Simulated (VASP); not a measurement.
# YB6: structure and properties in VASP, part 4 of 6

What structure does YB6 take at this level, and what are its properties? The start is a cell from a database of measured crystal structures.

VASP 6.6.1; LDA; plane waves and PAW (Y_sv, B).

Still holding for the runs below: This run has no spin polarisation. Its electron count is odd, so without a moment it is a metal by construction.

So far. Step 5 (Band structure (LDA)): Of the bands kept, 1 crosses the Fermi level on this path. Step 6 (Density of states (LDA)): The finer mesh and the other smearing move the Fermi level by -0.02 eV from the 6×6×6 run, a small shift, which tests the Fermi level alone. Of the states within 0.3 eV of the Fermi level, the largest shares in the PAW spheres are Y d 33 % and B p 23 %. The rest lies in smaller channels or between the spheres.

The database entry behind the starting cell differs from later determinations by our own check (about 0.3 % long, ideal inner coordinate), so it need not match the best structure at ambient conditions.

## 7. Zone-centre phonons (LDA)

Zone-centre modes test whether the atoms sit at a minimum within this cell. IBRION = 8 takes the force constants from linear response, which needs tightly converged orbitals.

Contents of INCAR:

```
SYSTEM = YB6
PREC = Accurate
ENCUT = 420
EDIFF = 1E-08
NELM = 100
ISMEAR = 1
SIGMA = 0.2
LREAL = .FALSE.
ALGO = Normal
GGA = CA
NBANDS = 21
LASPH = .TRUE.
LORBIT = 11
LWAVE = .FALSE.
LCHARG = .FALSE.
KPAR = 4
IBRION = 8
ISIF = 2
```

Contents of POSCAR:

```
YB6
1.0
    4.0430313235      0.0000000000      0.0000000000
    0.0000000000      4.0430313235      0.0000000000
    0.0000000000      0.0000000000      4.0430313235
Y B
1 6
Direct
    0.0000000000      0.0000000000      0.0000000000
    0.1990281892      0.5000000000      0.5000000000
    0.5000000000      0.1990281892      0.5000000000
    0.8009718108      0.5000000000      0.5000000000
    0.5000000000      0.8009718108      0.5000000000
    0.5000000000      0.5000000000      0.1990281892
    0.5000000000      0.5000000000      0.8009718108
```

Contents of KPOINTS:

```
Automatic mesh
0
Gamma
8 8 8
0 0 0
```

Potentials, in the order of the species: Y_sv and B (LDA family, release 64).

Launch:

```console
$ mpirun -np 4 vasp_std
```

The log of the run:

```text
[... set-up lines as in an earlier step ...]
 entering main loop
       N       E                     dE             d eps       ncg     rms          rms(c)
DAV:   1     0.692033917118E+02    0.69203E+02   -0.12449E+04  1470   0.110E+03
DAV:   2    -0.598171634975E+02   -0.12902E+03   -0.12472E+03  1872   0.239E+02
DAV:   3    -0.643407298380E+02   -0.45236E+01   -0.44841E+01  2255   0.390E+01
DAV:   4    -0.644089124474E+02   -0.68183E-01   -0.68012E-01  2044   0.436E+00
DAV:   5    -0.644104487135E+02   -0.15363E-02   -0.15360E-02  2131   0.497E-01    0.156E+01
DAV:   6    -0.555887875428E+02    0.88217E+01   -0.14185E+01  1906   0.232E+01    0.139E+01
DAV:   7    -0.546578320624E+02    0.93096E+00   -0.75820E+00  2010   0.124E+01    0.128E+01
DAV:   8    -0.550536313726E+02   -0.39580E+00   -0.33916E+00  1772   0.957E+00    0.367E+00
DAV:   9    -0.546265676242E+02    0.42706E+00   -0.15885E+00  1696   0.631E+00    0.309E-01
DAV:  10    -0.546318132587E+02   -0.52456E-02   -0.83949E-02  1892   0.157E+00    0.961E-01
DAV:  11    -0.546318623045E+02   -0.49046E-04   -0.19915E-03  1897   0.245E-01    0.468E-01
DAV:  12    -0.546315477509E+02    0.31455E-03   -0.95230E-04  1868   0.168E-01    0.195E-01
DAV:  13    -0.546315235567E+02    0.24194E-04   -0.13292E-04  1866   0.705E-02    0.394E-02
DAV:  14    -0.546315248159E+02   -0.12592E-05   -0.61295E-06  1864   0.156E-02    0.390E-02
DAV:  15    -0.546315232316E+02    0.15843E-05   -0.44968E-06  2220   0.111E-02    0.129E-02
DAV:  16    -0.546315230766E+02    0.15496E-06   -0.46556E-07  1975   0.375E-03    0.794E-03
DAV:  17    -0.546315230437E+02    0.32893E-07   -0.10083E-07  2213   0.173E-03    0.160E-03
DAV:  18    -0.546315230433E+02    0.39404E-09   -0.53010E-09  1130   0.437E-04
   1 F= -.54631523E+02 E0= -.54631784E+02  d E =0.783308E-03
 Linear response reoptimize wavefunctions to high precision
DAV:   1    -0.546315230428E+02    0.56843E-09   -0.20442E-09  1278   0.277E-04
DAV:   2    -0.546315230428E+02   -0.40473E-10   -0.36896E-10  1070   0.114E-04
 Linear response DOF=           3
 Linear response progress:
  Degree of freedom:   1/  3
       N       E                     dE             d eps       ncg     rms          rms(c)
RMM:   1    -0.293713050104E+00   -0.29371E+00    0.28748E+00  3848   0.921E+00
RMM:   2    -0.284940937648E+00    0.87721E-02   -0.10918E-01  4983   0.152E+00    0.240E-01
RMM:   3    -0.286182550742E+00   -0.12416E-02   -0.90767E-03  5589   0.405E-01    0.185E-01
RMM:   4    -0.286379356127E+00   -0.19681E-03   -0.14353E-03  6576   0.143E-01    0.789E-02
RMM:   5    -0.286412911268E+00   -0.33555E-04   -0.21305E-04  6817   0.490E-02    0.103E-02
RMM:   6    -0.286410421107E+00    0.24902E-05   -0.45541E-05  7141   0.179E-02    0.625E-03
RMM:   7    -0.286372158913E+00    0.38262E-04   -0.14443E-05  7060   0.922E-03    0.192E-03
RMM:   8    -0.286360967028E+00    0.11192E-04   -0.10144E-05  7127   0.447E-03    0.477E-04
RMM:   9    -0.286358538195E+00    0.24288E-05   -0.14384E-05  7361   0.257E-03    0.268E-04
RMM:  10    -0.286358483001E+00    0.55194E-07   -0.14707E-05  7495   0.163E-03    0.113E-04
RMM:  11    -0.286358728580E+00   -0.24558E-06   -0.10967E-05  7882   0.113E-03    0.160E-04
RMM:  12    -0.286358127833E+00    0.60075E-06   -0.89199E-06  7447   0.854E-04    0.303E-04
RMM:  13    -0.286359323166E+00   -0.11953E-05   -0.66958E-06  7141   0.711E-04    0.114E-04
RMM:  14    -0.286361592785E+00   -0.22696E-05   -0.47914E-06  7248   0.609E-04    0.229E-04
RMM:  15    -0.286361651563E+00   -0.58777E-07   -0.31663E-06  7514   0.463E-04    0.184E-04
RMM:  16    -0.286361442078E+00    0.20948E-06   -0.28311E-06  7040   0.399E-04    0.787E-05
RMM:  17    -0.286361902956E+00   -0.46088E-06   -0.26099E-06  7124   0.338E-04    0.760E-05
RMM:  18    -0.286361851408E+00    0.51548E-07   -0.20198E-06  7418   0.295E-04    0.168E-05
RMM:  19    -0.286361906204E+00   -0.54796E-07   -0.17320E-06  8008   0.252E-04    0.786E-06
RMM:  20    -0.286362006461E+00   -0.10026E-06   -0.14125E-06  7691   0.221E-04    0.113E-05
RMM:  21    -0.286362094629E+00   -0.88168E-07   -0.10981E-06  7290   0.197E-04    0.128E-05
RMM:  22    -0.286362187050E+00   -0.92421E-07   -0.91279E-07  7397   0.178E-04    0.113E-05
RMM:  23    -0.286361884892E+00    0.30216E-06   -0.71040E-07  7626   0.169E-04    0.498E-05
RMM:  24    -0.286361987839E+00   -0.10295E-06   -0.66009E-07  6751   0.149E-04    0.451E-05
RMM:  25    -0.286362303659E+00   -0.31582E-06   -0.49385E-07  8229   0.145E-04    0.161E-05
RMM:  26    -0.286362504427E+00   -0.20077E-06   -0.38284E-07  7886   0.132E-04    0.911E-07
RMM:  27    -0.286362471099E+00    0.33328E-07   -0.29027E-07  6810   0.119E-04    0.720E-06
RMM:  28    -0.286362530205E+00   -0.59106E-07   -0.28077E-07  7050   0.113E-04    0.426E-06
RMM:  29    -0.286362497273E+00    0.32933E-07   -0.21224E-07  5592   0.106E-04    0.102E-05
RMM:  30    -0.286362546324E+00   -0.49051E-07   -0.19824E-07  6044   0.102E-04    0.764E-06
RMM:  31    -0.286362596810E+00   -0.50486E-07   -0.14954E-07  7171   0.979E-05    0.429E-06
RMM:  32    -0.286362650366E+00   -0.53557E-07   -0.12933E-07  7175   0.942E-05    0.766E-07
RMM:  33    -0.286362689219E+00   -0.38852E-07   -0.94287E-08  6702   0.907E-05    0.193E-06
RMM:  34    -0.286362691673E+00   -0.24544E-08   -0.86093E-08  4893   0.873E-05    0.981E-07
 first order change of Fermi-energy   0.60920E-05
 force on displaced ion       1 direction 1 :  -1.794  -0.000  -0.000
 Linear response progress:
  Degree of freedom:   2/  3
       N       E                     dE             d eps       ncg     rms          rms(c)
RMM:   1    -0.600605828635E-01   -0.60061E-01    0.29242E-02  7625   0.119E+00
RMM:   2    -0.543487096543E-01    0.57119E-02   -0.65342E-03  5800   0.315E-01    0.252E-01
RMM:   3    -0.532000256359E-01    0.11487E-02   -0.42639E-03  5311   0.242E-01    0.106E-01
RMM:   4    -0.535622937218E-01   -0.36227E-03   -0.10683E-03  5746   0.116E-01    0.357E-02
RMM:   5    -0.537159732101E-01   -0.15368E-03   -0.13423E-04  6125   0.400E-02    0.116E-02
RMM:   6    -0.537628390790E-01   -0.46866E-04   -0.32797E-05  6368   0.158E-02    0.318E-03
RMM:   7    -0.537554016553E-01    0.74374E-05   -0.78910E-06  6563   0.744E-03    0.782E-04
RMM:   8    -0.537569985570E-01   -0.15969E-05   -0.13249E-06  6882   0.288E-03    0.182E-04
RMM:   9    -0.537570441254E-01   -0.45568E-07   -0.10035E-06  7132   0.127E-03    0.921E-05
RMM:  10    -0.537569917311E-01    0.52394E-07    0.15094E-07  7272   0.624E-04    0.442E-05
RMM:  11    -0.537571349797E-01   -0.14325E-06   -0.95913E-08  7321   0.347E-04    0.205E-05
RMM:  12    -0.537571346173E-01    0.36247E-09    0.25165E-07  7357   0.212E-04    0.169E-05
RMM:  13    -0.537572044630E-01   -0.69846E-07    0.17103E-07  7308   0.144E-04    0.656E-06
RMM:  14    -0.537572029596E-01    0.15034E-08    0.17375E-07  7525   0.104E-04    0.815E-06
RMM:  15    -0.537572150694E-01   -0.12110E-07    0.14149E-07  7381   0.798E-05    0.452E-06
RMM:  16    -0.537571962030E-01    0.18866E-07    0.18464E-07  6977   0.683E-05    0.113E-05
RMM:  17    -0.537572085573E-01   -0.12354E-07    0.15528E-07  6933   0.583E-05    0.118E-05
RMM:  18    -0.537572281576E-01   -0.19600E-07    0.13464E-07  6689   0.558E-05    0.822E-06
RMM:  19    -0.537572413317E-01   -0.13174E-07    0.18362E-07  6899   0.512E-05    0.581E-06
RMM:  20    -0.537572417776E-01   -0.44585E-09    0.15647E-07  6031   0.460E-05    0.639E-06
RMM:  21    -0.537572411014E-01    0.67623E-09    0.14262E-07  4526   0.438E-05    0.710E-06
RMM:  22    -0.537572421740E-01   -0.10727E-08    0.11461E-07  4758   0.427E-05    0.727E-06
RMM:  23    -0.537572398467E-01    0.23273E-08    0.16000E-07  5278   0.421E-05    0.855E-06
RMM:  24    -0.537572374105E-01    0.24362E-08    0.14957E-07  5911   0.417E-05    0.980E-06
RMM:  25    -0.537572373263E-01    0.84187E-10    0.12992E-07  3910   0.404E-05    0.100E-05
RMM:  26    -0.537572374903E-01   -0.16401E-09    0.16541E-07  3760   0.401E-05    0.102E-05
 first order change of Fermi-energy   0.18872E+00
 force on displaced ion       2 direction 1 : -43.508  -0.000  -0.000
 Linear response progress:
  Degree of freedom:   3/  3
       N       E                     dE             d eps       ncg     rms          rms(c)
RMM:   1    -0.525108261204E-01   -0.52511E-01    0.58656E-03 17838   0.109E+00
RMM:   2    -0.470739016402E-01    0.54369E-02   -0.42328E-03 13127   0.285E-01    0.174E-01
RMM:   3    -0.466395519568E-01    0.43435E-03   -0.17324E-03 12680   0.163E-01    0.831E-02
RMM:   4    -0.469569538552E-01   -0.31740E-03   -0.67258E-04 13204   0.977E-02    0.210E-02
RMM:   5    -0.470166447858E-01   -0.59691E-04   -0.68953E-05 14074   0.320E-02    0.645E-03
RMM:   6    -0.470440553357E-01   -0.27411E-04   -0.15425E-05 14400   0.132E-02    0.282E-03
RMM:   7    -0.470197649547E-01    0.24290E-04   -0.44091E-06 14358   0.727E-03    0.493E-04
RMM:   8    -0.470217276937E-01   -0.19627E-05   -0.35029E-06 15811   0.247E-03    0.204E-04
RMM:   9    -0.470214328451E-01    0.29485E-06   -0.15223E-06 16561   0.105E-03    0.806E-05
RMM:  10    -0.470218757864E-01   -0.44294E-06   -0.91935E-07 16291   0.552E-04    0.477E-05
RMM:  11    -0.470218038578E-01    0.71929E-07   -0.45512E-07 16956   0.305E-04    0.141E-05
RMM:  12    -0.470218237438E-01   -0.19886E-07   -0.35089E-07 16934   0.182E-04    0.134E-05
RMM:  13    -0.470218184901E-01    0.52537E-08   -0.14202E-07 17111   0.122E-04    0.372E-06
RMM:  14    -0.470218059106E-01    0.12579E-07   -0.10819E-07 16715   0.883E-05    0.557E-06
RMM:  15    -0.470218068072E-01   -0.89658E-09   -0.42549E-08 16555   0.687E-05    0.268E-06
 first order change of Fermi-energy  -0.66342E-05
 force on displaced ion       2 direction 2 :  -0.001 -14.132   0.000
 Linear response finished
```

Wall time 2.5 min (4 MPI ranks of Intel Xeon 6975P-C (Granite Rapids), shared host); peak memory 1.9 GiB.

OUTCAR, selected parts (step 7):

```text
   k-points           NKPTS =     35   k-points in BZ     NKDIM =     35   number of bands    NBANDS=     21

   NELECT =      29.0000    total number of electrons

  Total       -0.0281731     -0.0281731     -0.0281731     -0.0000000      0.0000000     -0.0000000
  in kB       -0.6830054     -0.6830054     -0.6830054     -0.0000000      0.0000000     -0.0000000
  external PRESSURE =      -0.6830054 kB  Pullay stress =       0.0000000 kB

 POSITION                                       TOTAL-FORCE (eV/Angst)
 -----------------------------------------------------------------------------------
      0.00000      0.00000      0.00000        -0.000000      0.000000     -0.000000
      0.80468      2.02152      2.02152        -0.022434      0.000000     -0.000000
      2.02152      0.80468      2.02152        -0.000000     -0.022434     -0.000000
      3.23835      2.02152      2.02152         0.022434      0.000000     -0.000000
      2.02152      3.23835      2.02152        -0.000000      0.022434     -0.000000
      2.02152      2.02152      0.80468         0.000000      0.000000     -0.022434
      2.02152      2.02152      3.23835         0.000000      0.000000      0.022434
 -----------------------------------------------------------------------------------
    total drift:                                0.000000     -0.000000     -0.000000

 Eigenvectors and eigenvalues of the dynamical matrix
 ----------------------------------------------------

   1 f  =   41.688095 THz   261.934027 2PiTHz 1390.565173 cm-1   172.408031 meV
             X         Y         Z           dx          dy          dz
      0.000000  0.000000  0.000000     0.000000    0.000000    0.000000
      0.804677  2.021516  2.021516    -0.408248   -0.000000    0.000000
      2.021516  0.804677  2.021516     0.000000   -0.408248    0.000000
      3.238354  2.021516  2.021516     0.408248    0.000000    0.000000
      2.021516  3.238354  2.021516    -0.000000    0.408248    0.000000
      2.021516  2.021516  0.804677     0.000000    0.000000   -0.408248
      2.021516  2.021516  3.238354    -0.000000   -0.000000    0.408248

   2 f  =   36.906610 THz   231.891068 2PiTHz 1231.071986 cm-1   152.633405 meV
             X         Y         Z           dx          dy          dz
      0.000000  0.000000  0.000000    -0.000000    0.000000   -0.000000
      0.804677  2.021516  2.021516     0.500000   -0.000000   -0.000000
      2.021516  0.804677  2.021516     0.000000   -0.500000   -0.000000
      3.238354  2.021516  2.021516    -0.500000    0.000000   -0.000000
      2.021516  3.238354  2.021516     0.000000    0.500000    0.000000
      2.021516  2.021516  0.804677     0.000000    0.000000   -0.000000
      2.021516  2.021516  3.238354     0.000000    0.000000    0.000000

   3 f  =   36.906610 THz   231.891068 2PiTHz 1231.071986 cm-1   152.633405 meV
             X         Y         Z           dx          dy          dz
      0.000000  0.000000  0.000000     0.000000    0.000000    0.000000
      0.804677  2.021516  2.021516    -0.288675   -0.000000    0.000000
      2.021516  0.804677  2.021516     0.000000   -0.288675    0.000000
      3.238354  2.021516  2.021516     0.288675    0.000000    0.000000
      2.021516  3.238354  2.021516    -0.000000    0.288675    0.000000
      2.021516  2.021516  0.804677     0.000000    0.000000    0.577350
      2.021516  2.021516  3.238354    -0.000000    0.000000   -0.577350

   4 f  =   26.978092 THz   169.508351 2PiTHz  899.892282 cm-1   111.572373 meV
             X         Y         Z           dx          dy          dz
      0.000000  0.000000  0.000000     0.005006   -0.008273   -0.000000
      0.804677  2.021516  2.021516     0.296481    0.250879    0.000000
      2.021516  0.804677  2.021516    -0.151803   -0.489983   -0.000000
      3.238354  2.021516  2.021516     0.296481    0.250879    0.000000
      2.021516  3.238354  2.021516    -0.151803   -0.489983    0.000000
      2.021516  2.021516  0.804677    -0.151803    0.250879   -0.000000
[...]
2.021516  2.021516  0.804677     0.248071    0.150104   -0.085450
      2.021516  2.021516  3.238354     0.248071    0.150104   -0.085450

   7 f  =   22.146694 THz   139.151779 2PiTHz  738.734179 cm-1    91.591324 meV
             X         Y         Z           dx          dy          dz
      0.000000  0.000000  0.000000    -0.000000    0.000000   -0.000000
      0.804677  2.021516  2.021516    -0.000000    0.188132   -0.243016
      2.021516  0.804677  2.021516     0.188132   -0.000000    0.394398
      3.238354  2.021516  2.021516     0.000000   -0.188132    0.243016
      2.021516  3.238354  2.021516    -0.188132   -0.000000   -0.394398
      2.021516  2.021516  0.804677    -0.243016    0.394398   -0.000000
      2.021516  2.021516  3.238354     0.243016   -0.394398   -0.000000

   8 f  =   22.146694 THz   139.151779 2PiTHz  738.734179 cm-1    91.591324 meV
             X         Y         Z           dx          dy          dz
      0.000000  0.000000  0.000000     0.000000    0.000000    0.000000
      0.804677  2.021516  2.021516     0.000000    0.462605    0.075980
      2.021516  0.804677  2.021516     0.462605   -0.000000   -0.173851
      3.238354  2.021516  2.021516     0.000000   -0.462605   -0.075980
      2.021516  3.238354  2.021516    -0.462605   -0.000000    0.173851
      2.021516  2.021516  0.804677     0.075980   -0.173851    0.000000
      2.021516  2.021516  3.238354    -0.075980    0.173851    0.000000

   9 f  =   22.146694 THz   139.151779 2PiTHz  738.734179 cm-1    91.591324 meV
             X         Y         Z           dx          dy          dz
      0.000000  0.000000  0.000000    -0.000000   -0.000000   -0.000000
      0.804677  2.021516  2.021516    -0.000000    0.024565    0.430314
      2.021516  0.804677  2.021516     0.024565   -0.000000    0.253429
      3.238354  2.021516  2.021516    -0.000000   -0.024565   -0.430314
      2.021516  3.238354  2.021516    -0.024565   -0.000000   -0.253429
      2.021516  2.021516  0.804677     0.430314    0.253429    0.000000
      2.021516  2.021516  3.238354    -0.430314   -0.253429    0.000000

  10 f  =   16.685000 THz   104.834950 2PiTHz  556.551708 cm-1    69.003586 meV
             X         Y         Z           dx          dy          dz
      0.000000  0.000000  0.000000     0.000000   -0.000000   -0.000000
      0.804677  2.021516  2.021516    -0.000000    0.480649   -0.032607
      2.021516  0.804677  2.021516    -0.480649   -0.000000    0.133842
      3.238354  2.021516  2.021516    -0.000000   -0.480649    0.032607
      2.021516  3.238354  2.021516     0.480649    0.000000   -0.133842
      2.021516  2.021516  0.804677     0.032607   -0.133842    0.000000
      2.021516  2.021516  3.238354    -0.032607    0.133842    0.000000

  11 f  =   16.685000 THz   104.834950 2PiTHz  556.551708 cm-1    69.003586 meV
             X         Y         Z           dx          dy          dz
      0.000000  0.000000  0.000000     0.000000   -0.000000    0.000000
      0.804677  2.021516  2.021516    -0.000000    0.098772   -0.257055
      2.021516  0.804677  2.021516    -0.098772    0.000000   -0.417333
      3.238354  2.021516  2.021516    -0.000000   -0.098772    0.257055
      2.021516  3.238354  2.021516     0.098772   -0.000000    0.417333
      2.021516  2.021516  0.804677     0.257055    0.417333    0.000000
      2.021516  2.021516  3.238354    -0.257055   -0.417333    0.000000

  12 f  =   16.685000 THz   104.834950 2PiTHz  556.551708 cm-1    69.003586 meV
             X         Y         Z           dx          dy          dz
      0.000000  0.000000  0.000000    -0.000000    0.000000    0.000000
      0.804677  2.021516  2.021516    -0.000000    0.096025    0.427621
      2.021516  0.804677  2.021516    -0.096025   -0.000000   -0.240665
      3.238354  2.021516  2.021516     0.000000   -0.096025   -0.427621
    [... 91 further lines ...]
      2.021516  2.021516  0.804677    -0.029915    0.014045   -0.263515
      2.021516  2.021516  3.238354    -0.029915    0.014045   -0.263515

 ELASTIC MODULI CONTR FROM IONIC RELAXATION (kBar)
 Direction    XX          YY          ZZ          XY          YZ          ZX
 --------------------------------------------------------------------------------
 XX         -32.2019    -28.6834    -28.6834      0.0000     -0.0000     -0.0000
 YY         -28.6834    -32.2019    -28.6834     -0.0000      0.0000     -0.0000
 ZZ         -28.6834    -28.6834    -32.2019      0.0000     -0.0000     -0.0000
 XY           0.0000      0.0000      0.0000   -700.7267     -0.0000      0.0000
 YZ          -0.0000      0.0000     -0.0000     -0.0000   -700.7267      0.0000
 ZX          -0.0000     -0.0000     -0.0000      0.0000      0.0000   -700.7267
 --------------------------------------------------------------------------------

[... 7 parts as in an earlier step ...]

[... 3 further parts left out ...]
```

Energies printed during the response cycles are not total energies of the cell.

This step gave:

```yaml
bands: 21
pressure_of_the_cell: -0.06830 GPa
largest_force_of_the_cell: 0.02243 eV/Å
fermi_energy: 6.769 eV
```

Modes at Γ, with each element's share of the kinetic energy:

```tsv
mode	frequency (cm⁻¹)	symmetry	Y %	B %
1	-0.2	acoustic	58	42
2	-0.2	acoustic	58	42
3	-0.2	acoustic	58	42
4	113.1	T1u	42	58
5	113.1	T1u	42	58
6	113.1	T1u	42	58
7	532.0	T2u	0	100
8	532.0	T2u	0	100
9	532.0	T2u	0	100
10	556.6	T1g	0	100
11	556.6	T1g	0	100
12	556.6	T1g	0	100
13	738.7	T2g	0	100
14	738.7	T2g	0	100
15	738.7	T2g	0	100
16	899.9	T1u	0	100
17	899.9	T1u	0	100
18	899.9	T1u	0	100
19	1231.1	Eg	0	100
20	1231.1	Eg	0	100
21	1390.6	A1g	0	100
```

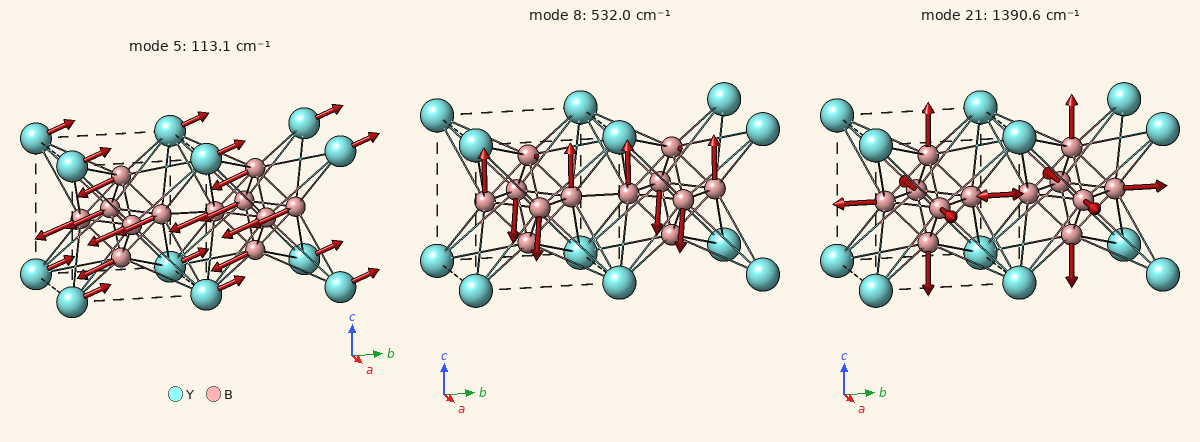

Displacement patterns of modes 5, 8 and 21 at Γ; arrows are exaggerated. 1×2×1 cells are drawn. Some periodic images of atoms are drawn too.

The three acoustic modes lie within 0.2 cm⁻¹ of zero, and all others are real. By the characters of their eigenvectors the optical modes sort into (cm⁻¹) Raman active: T2g 739, Eg 1231, A1g 1391; infrared active: T1u 113, T1u 900; silent: T2u 532, T1g 557. With a centre of inversion no mode is active in both.

(Part 4 of 6 ends here.)

[Lines on the potential files, build, host, timing and source positions are cut from VASP's logs without a mark.]

[Logs are printed without paths, hosts, clocks, repeated set-up lines and the standing remarks that a program may print on its own settings, such as how far it seeks lower states.]

[Hosts, paths, dates, database ids (printed as entryN), source tags and the programs' standing remarks are cut or masked in the printed files.]

[A measured line is paired with the nearest computed mode of its activity, which favours agreement.]
